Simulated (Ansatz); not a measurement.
# Calculations on C₂H₄Se

## 1. Relaxation

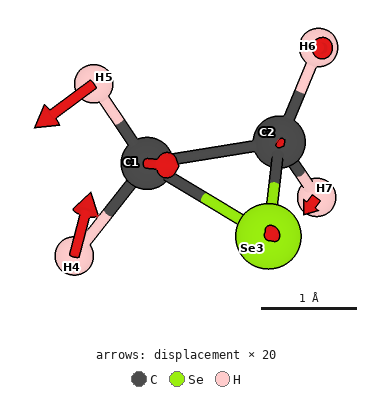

A constrained relaxation of C2H4Se. The starting structure is drawn; red arrows show the displacements, magnified 20 times. The two geometries are superimposed by the best rigid fit.

A ball-and-stick model, seen from a free direction.

The calculation used RKS PBE0-D4/def2-TZVP (Ansatz).

Input
```yaml
crystal:
  periodic: [false, false, false]
  atoms:
    - {symbol: C, position_ang: [-0.608718, -0.037529, -0.422229]}
    - {symbol: C, position_ang: [0.629805, 0.228003, 0.318720]}
    - {symbol: Se, position_ang: [-0.165579, -1.495616, 0.812752]}
    - {symbol: H, position_ang: [-0.511850, -0.398296, -1.798433]}
    - {symbol: H, position_ang: [-1.500734, 0.512100, -0.148488]}
    - {symbol: H, position_ang: [0.607400, 0.964062, 1.112719]}
    - {symbol: H, position_ang: [1.572980, 0.140481, -0.206140]}
basis:
  gaussian: {orbitals: def2-TZVP}
hamiltonian: {xc: pbe0, dispersion: d4}
relax: {f_tol: 0.005, max_steps: 200, constraints: [{distance: [0, 3]}]}
```

> Describe the change and its energy.

After 4 geometry steps the energy has fallen by 0.017 eV. The largest force component goes from 0.38 to 0.0042 eV/Å. The largest move after the best rigid fit is that of H5, 0.040 Å. By element the largest moves are H 0.040 Å, C 0.031 Å, Se 0.010 Å. Among the contacts that change: C1–Se3 1.962 → 1.940 Å, C1–C2 1.467 → 1.462 Å, C2–Se3 1.962 → 1.967 Å. Among the angles between lasting bonds that change: Se3–C1–H5 113.8° → 116.6°, C2–C1–H5 118.4° → 121.1°.

## 2. Relaxation

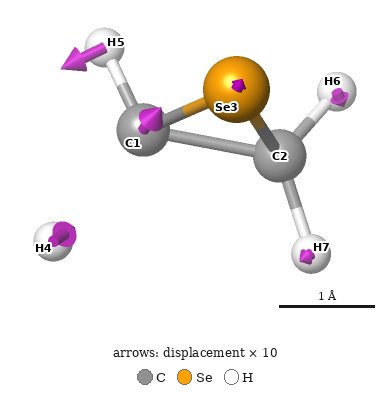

A constrained relaxation of C$_{2}$H$_{4}$Se. The starting structure is drawn; purple arrows show the displacements, 10 times their true length. The two geometries are superimposed by the best rigid fit.

The picture is a ball-and-stick view, seen face on.

The calculation used RKS PBE0-D4/def2-TZVP in Ansatz. Set-up: held fixed: the distance between atoms 1 (C) and 4 (H), counting from 1; force threshold 0.005 eV/Å; at most 200 steps.

Question: Describe the change and its energy.

Answer: The largest move after the best rigid fit is that of H5, 0.053 Å. Largest moves by element: H 0.053 Å, C 0.042 Å, Se 0.014 Å. Some distances before and after: C1–Se3 1.962 → 1.932 Å, C1–C2 1.467 → 1.460 Å, C2–Se3 1.962 → 1.969 Å. Bond angles that change, for instance: Se3–C1–H5 113.8° → 117.5°, C2–C1–H5 118.4° → 122.0°. Over 5 geometry steps the energy falls by 2.82 kJ/mol. The largest force component goes from 0.49 to 0.0017 eV/Å.

## 3. Scan

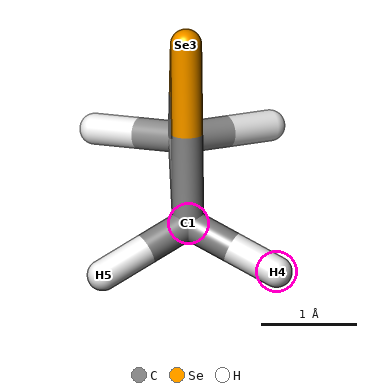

C2H4Se: the C1–H4 distance is varied, with all other coordinates relaxed. The picture shows the minimum geometry. The ringed atoms are those of the scanned coordinate. Style: stick. Shown from a free direction.

Computed with Ansatz: CCSD(T) with filled d shells, r2SCAN-D4, PBE-D4, PBE0-D4, B3LYP-D4, wB97M-V, basis def2-TZVPP, on geometries relaxed under the constraint at PBE0-D4/def2-TZVP. Coupled cluster with a frozen core. Energies are counted from the PBE0-D4/def2-TZVP minimum geometry at the same level.

The input:
```yaml
crystal:
  periodic: [false, false, false]
  atoms:
    - {symbol: C, position_ang: [-0.608718, -0.037529, -0.422229]}
    - {symbol: C, position_ang: [0.629805, 0.228003, 0.318720]}
    - {symbol: Se, position_ang: [-0.165579, -1.495616, 0.812752]}
    - {symbol: H, position_ang: [-0.535155, -0.311500, -1.467335]}
    - {symbol: H, position_ang: [-1.500734, 0.512100, -0.148488]}
    - {symbol: H, position_ang: [0.607400, 0.964062, 1.112719]}
    - {symbol: H, position_ang: [1.572980, 0.140481, -0.206140]}
basis:
  gaussian: {orbitals: def2-TZVPP}
correlation: {method: ccsd_t, frozen_orbitals: {C: 1, H: 0, Se: 14}}
```

Q: Predict the energy profile (the distance: 0.953, 0.991, 1.046, 1.083, 1.110, 1.182, 1.259, 1.340, 1.426, 1.516 Å).

A: Energies in eV.

| distance (Å) | CCSD(T) with filled d shells | r2SCAN-D4 | PBE-D4 | PBE0-D4 | B3LYP-D4 | wB97M-V |
| --- | --- | --- | --- | --- | --- | --- |
| 0.953 | 0.373 | 0.375 | 0.407 | 0.378 | 0.364 | 0.364 |
| 0.991 | 0.170 | 0.172 | 0.195 | 0.174 | 0.166 | 0.165 |
| 1.046 | 0.023 | 0.024 | 0.033 | 0.024 | 0.022 | 0.021 |
| 1.083 | 0.000 | 0.000 | 0.000 | 0.000 | 0.000 | 0.000 |
| 1.110 | 0.014 | 0.013 | 0.006 | 0.013 | 0.014 | 0.015 |
| 1.182 | 0.147 | 0.142 | 0.118 | 0.145 | 0.147 | 0.151 |
| 1.259 | 0.398 | 0.387 | 0.345 | 0.395 | 0.395 | 0.406 |
| 1.340 | 0.731 | 0.714 | 0.652 | 0.730 | 0.723 | 0.747 |
| 1.426 | 1.122 | 1.099 | 1.011 | 1.122 | 1.099 | 1.150 |
| 1.516 | 1.543 | 1.513 | 1.401 | 1.548 | 1.508 | 1.589 |

With CCSD(T) with filled d shells: of the computed points the lowest is at the distance 1.083 Å, 0.000 eV. The curvature at the lowest point is about 35 eV/Å² (5.7 mdyn/Å). The well is steeper on the short side, as for any bond. At 1.516 Å the levels give PBE-D4 1.401 eV, B3LYP-D4 1.508 eV, r2SCAN-D4 1.513 eV, CCSD(T) with filled d shells 1.543 eV, PBE0-D4 1.548 eV, wB97M-V 1.589 eV.

As a plot:

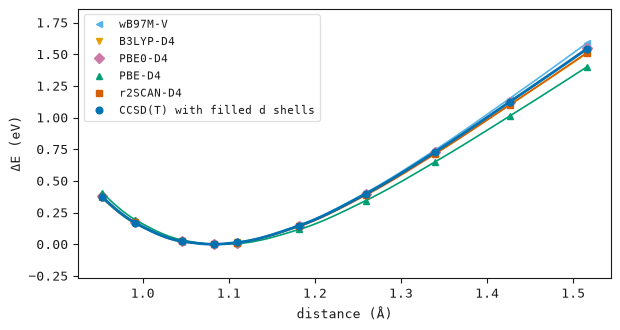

## 4. Scan

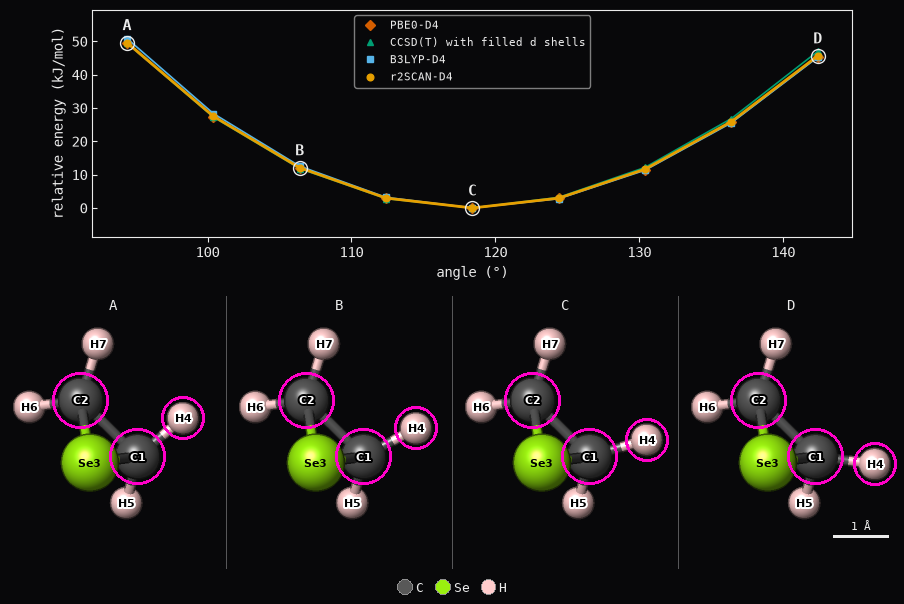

Energy scan for C$_{2}$H$_{4}$Se, in which the H4–C1–C2 angle is varied, with the rest of the molecule carried along rigidly. The lettered frames are marked on the plot, at the values of r2SCAN-D4. A ball-and-stick model, seen onto the plane of the angle. The ringed atoms are those of the scanned coordinate.

Single-point energies from Ansatz with r2SCAN-D4, B3LYP-D4, CCSD(T) with filled d shells, PBE0-D4 in the def2-TZVPP basis, on geometries moved rigidly from the minimum at PBE0-D4/def2-TZVP. Coupled cluster with a frozen core. Energies are counted from the PBE0-D4/def2-TZVP minimum geometry at the same level.

**Describe the profile.**

With r2SCAN-D4: the lowest computed point lies at the angle 118.4° (0.0 kJ/mol). The curvature at the lowest point is about 5.6 eV/rad². At 94.4° the levels give PBE0-D4 49.4 kJ/mol, CCSD(T) with filled d shells 49.5 kJ/mol, r2SCAN-D4 49.6 kJ/mol, B3LYP-D4 50.9 kJ/mol.

The computed points:

Energies in kJ/mol.

```csv
angle (°),r2SCAN-D4,B3LYP-D4,CCSD(T) with filled d shells,PBE0-D4
94.4,49.6,50.9,49.5,49.4
100.4,27.5,28.3,27.3,27.4
106.4,12.1,12.6,11.8,12.0
112.4,3.0,3.2,2.8,3.0
118.4,0.0,0.0,0.0,0.0
124.4,3.0,2.8,3.2,2.9
130.4,11.6,11.3,12.2,11.5
136.4,25.9,25.5,26.8,25.7
142.4,45.7,45.2,47.0,45.4
```
